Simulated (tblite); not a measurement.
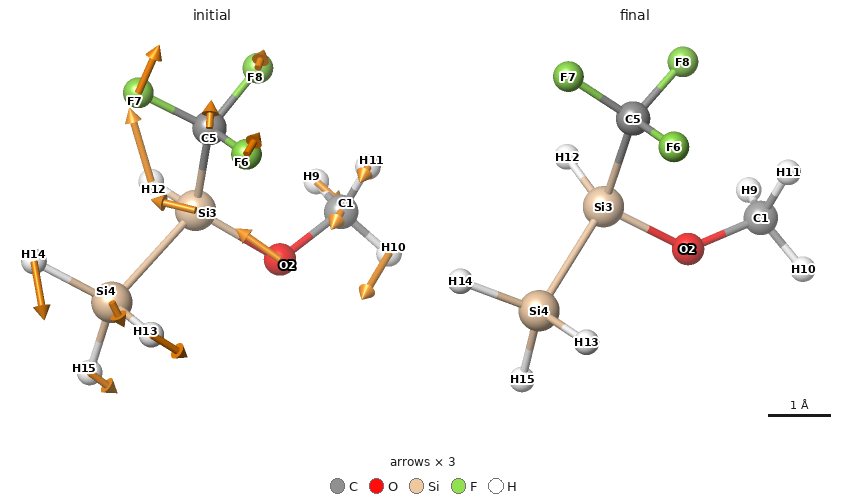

The structure of C$_{2}$H$_{7}$F$_{3}$OSi$_{2}$ before (left) and after (right) a relaxation, at one scale. The orange arrows give the displacements, 3 times their true length.

A ball-and-stick model, seen from a free direction.

Theory: GFN2-xTB geometry optimisation, gas phase (tblite 0.8.0). 

> Describe what moved and what it gained.

After 69 geometry steps the energy has fallen by 0.547 eV. The atom that moves furthest after the best rigid fit is H12 (0.43 Å). Largest moves by element: H 0.43 Å, F 0.30 Å, O 0.30 Å, Si 0.27 Å, C 0.16 Å. Some distances before and after: Si3–C5 1.826 → 1.965 Å, O2–Si3 1.682 → 1.613 Å, C1–O2 1.435 → 1.407 Å, Si4–H14 1.491 → 1.464 Å. Bond angles that change, for instance: Si4–Si3–H12 108.3° → 125.7°, C1–O2–Si3 117.5° → 133.0°, C5–Si3–H12 111.6° → 98.8°. Cost: 0.4 s on 1 thread of Arm Neoverse V2, with other jobs on the host.
